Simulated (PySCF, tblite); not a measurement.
# Sn31H46: electronic excitations

What do calculations give for the electronic excitations of Sn31H46?

Programs: tblite 0.8.0 and PySCF 2.14.0, with routines of our own; each step states its level. All values are computed. Atoms count from 0.

## (1) The starting structure

77 atoms, charge 0, multiplicity 1; geometry from: force field, distance geometry or constructed start.

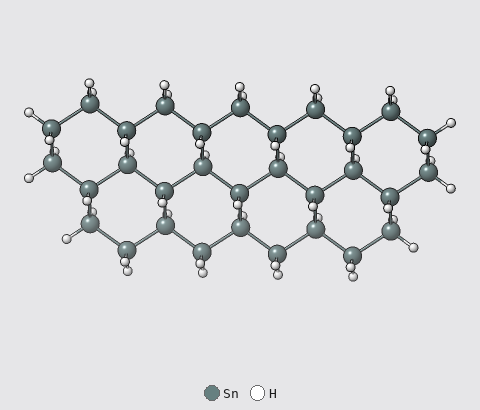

The starting geometry (tin teal, hydrogen white); sticks join atoms by distance alone.

## (2) Relaxing the molecule with GFN1-xTB

What the job is given:

```
{"job": {"kind": "relax", "xc": "GFN1-xTB", "basis": "xTB"}, "charge": 0, "multiplicity": 1}
Sn    -4.587500     3.613800    -0.422200
Sn    -6.891800     4.943900     0.472500
Sn    -9.179600     3.613300    -0.419600
Sn    -9.185500     0.968600     0.473200
Sn    -6.889600    -0.362800    -0.417200
Sn    -4.595700     0.963700     0.476800
Sn    11.481100    -0.359900    -0.423900
Sn     9.188200     0.966900     0.480900
Sn     6.891300    -0.363700    -0.421000
Sn     6.885800    -3.013800     0.481000
Sn     9.182700    -4.339900    -0.422700
Sn    11.478500    -3.015000     0.479400
Sn     4.589000     3.616300    -0.415600
Sn     2.298400     4.940700     0.476700
Sn    -0.002200     3.620700    -0.420400
Sn    -0.001900     0.964800     0.485700
Sn     2.296600    -0.359700    -0.419700
Sn     4.591300     0.960800     0.478400
Sn   -11.481600    -0.359800    -0.418100
Sn   -11.478200    -3.012100     0.482100
Sn    -9.187100    -4.334900    -0.419100
Sn    -6.889500    -3.011500     0.479200
Sn     9.188200     3.620200    -0.414000
Sn     6.884400     4.937000     0.477900
Sn    -2.295700     4.943900     0.480300
Sn    -2.302300    -0.362500    -0.418100
Sn    -2.295500    -3.010700     0.478700
Sn    -0.000600    -4.338100    -0.419400
Sn     2.296800    -3.012600     0.477400
Sn     4.593500    -4.338300    -0.417200
Sn    -4.588800    -4.338100    -0.421700
H     -4.594300     3.616900    -2.140400
H     -6.889600     4.941400     2.197500
H     -6.886500     6.562900    -0.086700
H     -9.183600     3.617400    -2.143900
H    -10.589700     4.429200     0.146200
H     -9.185600     0.964300     2.195300
H     -6.887700    -0.359100    -2.143200
H     -4.591300     0.960300     2.199300
H     11.476200    -0.358200    -2.139400
H     12.886300     0.447600     0.152900
H      9.190700     0.958600     2.203100
H      6.893500    -0.360600    -2.144200
H      6.891200    -3.013500     2.197600
H      9.181100    -4.337000    -2.138200
H      9.182900    -5.960000     0.145700
H     11.483400    -3.012900     2.198800
H     12.886100    -3.821800    -0.088100
H      4.594000     3.616000    -2.140400
H      2.298100     4.942000     2.201400
H      2.295300     6.556900    -0.087300
H      0.006600     3.616900    -2.140900
H     -0.000400     0.963800     2.199500
H      2.292800    -0.363200    -2.143600
H      4.593100     0.963300     2.200900
H    -11.481500    -0.358600    -2.140000
H    -12.879800     0.444200     0.147200
H    -11.478300    -3.005400     2.198700
H    -12.886300    -3.825100    -0.086400
H     -9.185700    -4.336700    -2.141600
H     -9.188600    -5.960700     0.150600
H     -6.884700    -3.013300     2.197500
H      9.186500     3.616300    -2.139800
H     10.590000     4.430500     0.150200
H      6.894300     4.944600     2.201400
H      6.883700     6.566000    -0.089100
H     -2.293800     4.944400     2.198200
H     -2.293700     6.562500    -0.084500
H     -2.300200    -0.366900    -2.145600
H     -2.298900    -3.016400     2.205300
H     -0.001000    -4.342700    -2.137300
H     -0.001800    -5.965300     0.151700
H      2.298100    -3.014300     2.203600
H      4.592800    -4.333800    -2.139100
H      4.597100    -5.961300     0.145400
H     -4.585100    -4.340300    -2.141200
H     -4.594500    -5.962200     0.149800
```

Command:

```
$ OMP_NUM_THREADS=8 python large_run.py task.json out
```

The driver reads the jobs from task.json and runs them one after another.

Output:

```text
step      E/eV     max force
  0   -2804.95711    0.929
  1   -2805.18226    0.672
  2   -2805.73729    0.627
  3   -2805.91268    0.676
  4   -2806.36363    0.568
  5   -2806.51361    0.328
  6   -2806.57499    0.305
  7   -2806.62017    0.292
  8   -2806.70368    0.477
  9   -2806.81635    0.660
 10   -2806.93698    0.605
 11   -2807.02957    0.403
 12   -2807.10507    0.378
 13   -2807.17399    0.410
 14   -2807.23601    0.479
 15   -2807.28682    0.380
 16   -2807.31698    0.187
 17   -2807.33274    0.137
 18   -2807.35047    0.188
 19   -2807.37459    0.256
 20   -2807.40779    0.311
 21   -2807.44687    0.341
 22   -2807.48282    0.253
 23   -2807.51037    0.243
 24   -2807.53646    0.285
 25   -2807.57597    0.305
 26   -2807.63445    0.435
 27   -2807.71035    0.540
 28   -2807.79067    0.539
 29   -2807.84423    0.379
 30   -2807.89540    0.279
 31   -2807.92900    0.228
 32   -2807.96525    0.287
 33   -2807.99070    0.305
 34   -2808.01362    0.247
 35   -2808.03528    0.234
 36   -2808.05410    0.198
 37   -2808.06620    0.149
 38   -2808.07386    0.123
 39   -2808.07989    0.118
 40   -2808.08526    0.122
 41   -2808.09037    0.101
 42   -2808.09614    0.128
 43   -2808.10310    0.156
 44   -2808.11125    0.156
 45   -2808.11932    0.144
 46   -2808.12639    0.130
 47   -2808.13209    0.098
 48   -2808.13643    0.078
 49   -2808.13999    0.079
 50   -2808.14386    0.086
 51   -2808.14925    0.102
 52   -2808.15655    0.129
 53   -2808.16456    0.134
 54   -2808.17162    0.125
 55   -2808.17773    0.128
 56   -2808.18351    0.115
 57   -2808.18872    0.094
 58   -2808.19287    0.098
 59   -2808.19641    0.095
 60   -2808.20044    0.083
 61   -2808.20562    0.117
 62   -2808.21158    0.136
 63   -2808.21750    0.135
 64   -2808.22299    0.128
 65   -2808.22796    0.113
 66   -2808.23218    0.106
 67   -2808.23563    0.099
 68   -2808.23861    0.103
 69   -2808.24136    0.082
 70   -2808.24379    0.058
 71   -2808.24579    0.066
 72   -2808.24770    0.072
 73   -2808.24985    0.066
 74   -2808.25225    0.095
 75   -2808.25462    0.112
 76   -2808.25680    0.104
 77   -2808.25885    0.077
 78   -2808.26067    0.048
 79   -2808.26202    0.046
 80   -2808.26300    0.055
 81   -2808.26401    0.056
 82   -2808.26539    0.048
 83   -2808.26726    0.059
 84   -2808.26938    0.062
 85   -2808.27130    0.060
 86   -2808.27279    0.048
 87   -2808.27394    0.044
 88   -2808.27490    0.045
 89   -2808.27582    0.040
 90   -2808.27676    0.043
 91   -2808.27767    0.050
 92   -2808.27849    0.055
 93   -2808.27925    0.050
 94   -2808.28006    0.038
 95   -2808.28101    0.045
 96   -2808.28205    0.060
 97   -2808.28313    0.070
 98   -2808.28427    0.065
 99   -2808.28546    0.047
100   -2808.28654    0.047
101   -2808.28738    0.052
102   -2808.28804    0.044
103   -2808.28867    0.042
104   -2808.28925    0.030
105   -2808.28973    0.029
106   -2808.29014    0.029
107   -2808.29056    0.031
108   -2808.29106    0.032
109   -2808.29153    0.031
110   -2808.29190    0.028
111   -2808.29219    0.023
112   -2808.29245    0.023
113   -2808.29272    0.026
114   -2808.29302    0.026
115   -2808.29335    0.024
116   -2808.29372    0.029
117   -2808.29407    0.028
118   -2808.29438    0.023
119   -2808.29464    0.029
120   -2808.29490    0.028
121   -2808.29517    0.020
122   -2808.29541    0.023
123   -2808.29562    0.023
124   -2808.29584    0.022
125   -2808.29613    0.026
126   -2808.29651    0.034
127   -2808.29700    0.035
128   -2808.29753    0.035
129   -2808.29802    0.030
130   -2808.29841    0.031
131   -2808.29872    0.029
132   -2808.29903    0.025
133   -2808.29937    0.026
134   -2808.29970    0.023
135   -2808.29995    0.024
136   -2808.30017    0.022
137   -2808.30040    0.022
138   -2808.30070    0.023
139   -2808.30104    0.032
140   -2808.30136    0.044
141   -2808.30169    0.047
142   -2808.30209    0.041
143   -2808.30255    0.027
144   -2808.30295    0.026
145   -2808.30323    0.024
146   -2808.30345    0.024
147   -2808.30369    0.028
148   -2808.30397    0.025
149   -2808.30426    0.028
150   -2808.30455    0.029
151   -2808.30481    0.028
152   -2808.30506    0.025
153   -2808.30528    0.022
154   -2808.30549    0.022
155   -2808.30570    0.022
156   -2808.30591    0.021
157   -2808.30612    0.021
158   -2808.30633    0.023
159   -2808.30655    0.024
160   -2808.30680    0.021
161   -2808.30705    0.024
162   -2808.30730    0.025
163   -2808.30755    0.026
164   -2808.30780    0.025
165   -2808.30801    0.027
166   -2808.30820    0.022
167   -2808.30839    0.020
168   -2808.30861    0.023
169   -2808.30885    0.025
170   -2808.30906    0.032
171   -2808.30927    0.033
172   -2808.30950    0.026
173   -2808.30976    0.021
174   -2808.30999    0.022
175   -2808.31018    0.021
176   -2808.31032    0.019
```

Wall time 2.2 min (8 threads of AMD EPYC 7R43, shared host); peak memory 0.14 GiB.

The steps of the relaxation:

| step | energy from step 0 (eV) | largest force (eV/Å) |
| --- | --- | --- |
| 0 | 0.0000 | 0.9293 |
| 1 | -0.2252 | 0.6720 |
| 2 | -0.7802 | 0.6272 |
| 3 | -0.9556 | 0.6763 |
| 4 | -1.4065 | 0.5682 |
| 5 | -1.5565 | 0.3276 |
| 6 | -1.6179 | 0.3048 |
| 7 | -1.6631 | 0.2915 |
| 8 | -1.7466 | 0.4772 |
| 22 | -2.5257 | 0.2532 |
| 37 | -3.1091 | 0.1487 |
| 52 | -3.1994 | 0.1293 |
| 67 | -3.2785 | 0.0990 |
| 82 | -3.3083 | 0.0481 |
| 97 | -3.3260 | 0.0696 |
| 112 | -3.3353 | 0.0227 |
| 127 | -3.3399 | 0.0352 |
| 142 | -3.3450 | 0.0404 |
| 157 | -3.3490 | 0.0210 |
| 172 | -3.3524 | 0.0259 |
| 173 | -3.3527 | 0.0218 |
| 174 | -3.3529 | 0.0222 |
| 175 | -3.3531 | 0.0210 |
| 176 | -3.3532 | 0.0191 |

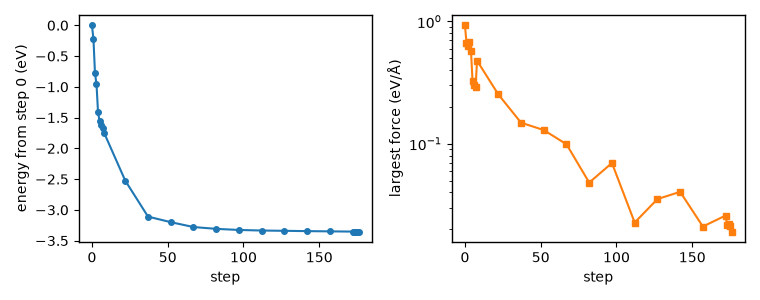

Energy and largest force along the relaxation.

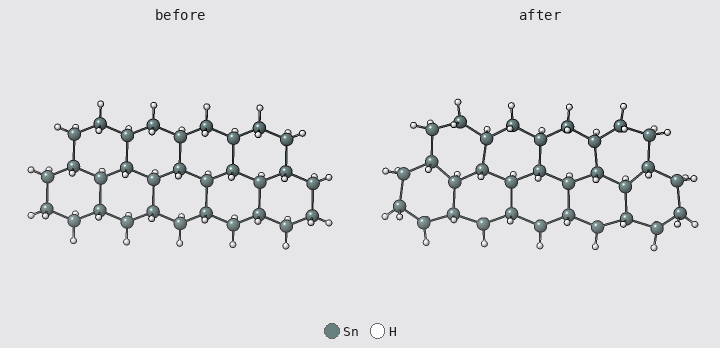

The geometry before (left) and after (right).

Close pairs (by a distance rule), those that changed most:

| bond | before (Å) | after (Å) | change (Å) |
| --- | --- | --- | --- |
| Sn20–Sn21 | 2.800 | 2.834 | +0.034 |
| Sn2–Sn3 | 2.791 | 2.823 | +0.031 |
| Sn19–Sn20 | 2.795 | 2.826 | +0.031 |
| Sn9–Sn10 | 2.802 | 2.833 | +0.031 |
| Sn1–Sn2 | 2.793 | 2.822 | +0.030 |
| Sn4–Sn5 | 2.797 | 2.826 | +0.029 |
| Sn10–Sn11 | 2.800 | 2.827 | +0.027 |
| Sn12–Sn23 | 2.795 | 2.820 | +0.025 |

The end geometry stands in the next job.

## (3) Electronic excitations: TDDFT PBE/def2-SVP

What the job is given:

```
{"job": {"kind": "uv", "basis": "def2-SVP", "grid": 1, "kgrid": 0, "vcut": null, "nstates": 6, "ntriplets": 2, "tda": false, "delta": ["ip_vertical"], "pop": true, "xc": "PBE"}, "charge": 0, "multiplicity": 1}
Sn    -4.651757     3.520864    -0.065659
Sn    -6.907876     5.152419     0.373243
Sn    -9.381610     4.088143    -0.471815
Sn    -9.385276     1.318325     0.072585
Sn    -7.406880    -0.641081    -0.321678
Sn    -5.007124     0.744787     0.230684
Sn    11.828913     0.007290    -0.308060
Sn     9.345692     1.297296     0.058759
Sn     7.355824    -0.655420    -0.317489
Sn     7.489860    -3.419330     0.182836
Sn    10.098270    -4.403872    -0.319990
Sn    12.156424    -2.666024     0.538347
Sn     4.688956     3.519874    -0.058749
Sn     2.390889     5.016621     0.568325
Sn     0.021439     3.598953     0.033683
Sn    -0.038496     0.802370     0.298380
Sn     2.440448    -0.444227    -0.215674
Sn     4.958978     0.732647     0.238137
Sn   -11.842077    -0.004542    -0.334943
Sn   -12.127480    -2.677400     0.522389
Sn   -10.083737    -4.442536    -0.310768
Sn    -7.488068    -3.409343     0.164977
Sn     9.412991     4.068059    -0.475599
Sn     6.948321     5.152005     0.367913
Sn    -2.350476     5.016522     0.560557
Sn    -2.506729    -0.461631    -0.227657
Sn    -2.455811    -3.234967     0.183248
Sn     0.016626    -4.471810    -0.325367
Sn     2.481063    -3.220677     0.179479
Sn     4.946370    -4.459159    -0.396004
Sn    -4.936649    -4.444026    -0.387940
H     -4.717040     3.747268    -1.774073
H     -7.359105     5.468637     1.993366
H     -7.153127     6.751190    -0.203074
H     -9.653688     4.057011    -2.160685
H    -10.969342     4.584149    -0.037977
H     -9.557964     1.217210     1.785562
H     -7.308072    -0.548054    -2.039343
H     -4.986721     0.740579     1.954206
H     12.438012    -0.269472    -1.884524
H     13.323332     0.499874     0.379420
H      9.500602     1.211053     1.774196
H      7.251179    -0.570432    -2.034947
H      7.329277    -3.315263     1.895649
H      9.946824    -4.655027    -2.006700
H      9.866718    -6.052464     0.106252
H     12.029652    -3.069451     2.197882
H     13.407646    -3.786938     0.171484
H      4.735596     3.751088    -1.766754
H      2.490142     5.339234     2.242432
H      2.505908     6.651059     0.061926
H      0.022154     3.807294    -1.677099
H     -0.039623     0.756430     2.021656
H      2.405620    -0.378319    -1.936630
H      4.953893     0.735556     1.961772
H    -12.440165    -0.289944    -1.913322
H    -13.345126     0.455207     0.354749
H    -12.002011    -3.046761     2.189209
H    -13.398979    -3.781533     0.179096
H     -9.953468    -4.731829    -1.992697
H     -9.838067    -6.078332     0.155189
H     -7.340804    -3.302393     1.878913
H      9.705757     4.051142    -2.160843
H     11.002067     4.532347    -0.013587
H      7.398680     5.460923     1.989760
H      7.180724     6.756546    -0.199957
H     -2.470738     5.321215     2.237815
H     -2.506045     6.652219     0.066717
H     -2.458551    -0.399532    -1.947957
H     -2.456770    -3.278108     1.905102
H      0.003553    -4.894757    -1.979878
H      0.010176    -6.076013     0.274960
H      2.469171    -3.277618     1.900622
H      4.877235    -4.760939    -2.076256
H      4.793342    -6.099476     0.076032
H     -4.870705    -4.768009    -2.064268
H     -4.808215    -6.079150     0.107834
```

Method: TDDFT PBE/def2-SVP, vertical, gas phase, core orbitals frozen in the response.

Output:

```text
start: PBE on a coarse grid of 340999 points
cycle   1  E = -6393.6302879374  dE = -4.904e+02  |g| = 2.217e+01  |ddm| = 5.673e+01
cycle   2  E = 497.2665692474  dE =  6.891e+03  |g| = 4.778e+01  |ddm| = 9.124e+02
cycle   3  E = -4699.2546598042  dE = -5.197e+03  |g| = 3.512e+01  |ddm| = 1.018e+03
cycle   4  E = -4269.2238267155  dE =  4.300e+02  |g| = 3.659e+01  |ddm| = 5.725e+02
cycle   5  E = -6456.5029512046  dE = -2.187e+03  |g| = 1.811e+01  |ddm| = 3.490e+02
cycle   6  E = -6442.7878634241  dE =  1.372e+01  |g| = 1.531e+01  |ddm| = 6.504e+01
cycle   7  E = -4505.2595933091  dE =  1.938e+03  |g| = 4.047e+01  |ddm| = 4.007e+02
cycle   8  E = -6198.1601522020  dE = -1.693e+03  |g| = 2.055e+01  |ddm| = 3.859e+02
cycle   9  E = -6584.3130379992  dE = -3.862e+02  |g| = 1.080e+01  |ddm| = 5.638e+01
cycle  10  E = -6450.6005089460  dE =  1.337e+02  |g| = 1.512e+01  |ddm| = 3.881e+01
cycle  11  E = -6385.5365909610  dE =  6.506e+01  |g| = 1.556e+01  |ddm| = 5.932e+01
...
cycle  34  E = -6670.8442642287  dE = -3.008e-01  |g| = 6.134e-01  |ddm| = 2.743e+00
cycle  35  E = -6671.0487245311  dE = -2.045e-01  |g| = 1.822e-01  |ddm| = 1.679e+00
cycle  36  E = -6671.0593044216  dE = -1.058e-02  |g| = 1.204e-01  |ddm| = 6.341e-01
cycle  37  E = -6671.0657442678  dE = -6.440e-03  |g| = 4.261e-02  |ddm| = 3.115e-01
cycle  38  E = -6671.0667028175  dE = -9.585e-04  |g| = 1.708e-02  |ddm| = 1.265e-01
cycle  39  E = -6671.0668452826  dE = -1.425e-04  |g| = 3.952e-03  |ddm| = 3.926e-02
cycle  40  E = -6671.0668514236  dE = -6.141e-06  |g| = 1.917e-03  |ddm| = 1.106e-02
cycle  41  E = -6671.0668507124  dE =  7.112e-07  |g| = 7.057e-04  |ddm| = 4.842e-03
cycle  42  E = -6671.0668492539  dE =  1.459e-06  |g| = 2.504e-04  |ddm| = 1.825e-03
cycle  43  E = -6671.0668527102  dE = -3.456e-06  |g| = 9.051e-05  |ddm| = 6.451e-04
converged SCF energy = -6671.0668527102
Vertical ionisation energy (delta-SCF) = 6.6992 eV   <S^2> = 0.751

Static polarisability (au): isotropic 2276.892, principal 806.575 2059.112 3964.991

Singlet excitations
state   eV       nm        f      main configurations
  1   1.8231    680.1   0.77168   H->L 0.80, H-2->L 0.16
  2   1.8626    665.7   0.25177   H-2->L 0.83, H->L 0.15
  3   1.9275    643.2   0.09179   H-1->L 0.91
  4   2.0542    603.6   0.03849   H-3->L 0.91
  5   2.1318    581.6   0.00316   H-4->L 0.86, H->L+1 0.09
  6   2.1653    572.6   0.00000   H-5->L 0.78, H->L+2 0.16

Triplet excitations (Tamm-Dancoff, eV): 1.5784 1.7606
```

It took 97 s on 8 threads of AMD EPYC 7R43, shared host; peak memory 4.6 GiB.

The orbitals next to the gap, with their largest atomic shares:

| orbital | eV | atoms |
| --- | --- | --- |
| HOMO−4 | -6.21 | Sn28 7 %, Sn26 6 %, Sn25 6 % |
| HOMO−3 | -6.15 | Sn22 9 %, Sn2 9 %, Sn7 7 % |
| HOMO−2 | -5.97 | Sn27 6 %, Sn22 5 %, Sn2 5 % |
| HOMO−1 | -5.94 | Sn26 9 %, Sn28 9 %, Sn16 9 % |
| HOMO | -5.76 | Sn15 6 %, Sn5 6 %, Sn17 6 % |
| LUMO | -4.14 | Sn15 4 %, Sn16 4 %, Sn25 4 % |
| LUMO+1 | -3.57 | Sn26 11 %, Sn28 10 %, Sn27 9 % |
| LUMO+2 | -3.49 | Sn4 6 %, Sn5 6 %, Sn21 6 % |
| LUMO+3 | -3.31 | Sn12 9 %, Sn14 8 %, Sn0 8 % |

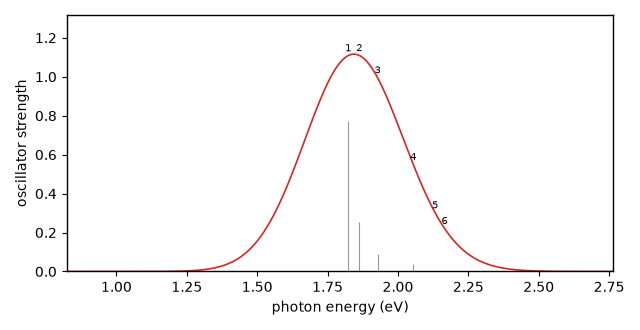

Absorption spectrum from the 6 singlet states computed; above the last one it falls off for lack of states. Lines are broadened to a width of 0.40 eV (Gaussian).

Ground-state properties from the same run:

| property | computed |
| --- | --- |
| dipole moment (D) | 2.51 |
| polarisability (Å³) | 337.40 |
| HOMO–LUMO gap (eV) | 1.62 |
| −ε(HOMO) (eV) | 5.76 |

## (4) What came out

```
                     quantity                        value
lowest singlet (PBE/def2-SVP)  1.82 eV (680 nm), f = 0.772
               lowest triplet                      1.58 eV
```

What this shows: The lowest singlet, at 1.82 eV, is HOMO→LUMO 0.80, HOMO−2→LUMO 0.16 and is bright. State 1 absorbs in the visible (680 nm). The lowest triplet lies 0.24 eV below the lowest singlet (triplets in Tamm-Dancoff, singlets in full TDDFT). Spin-orbit coupling, left out, mixes singlets and triplets in elements this heavy.
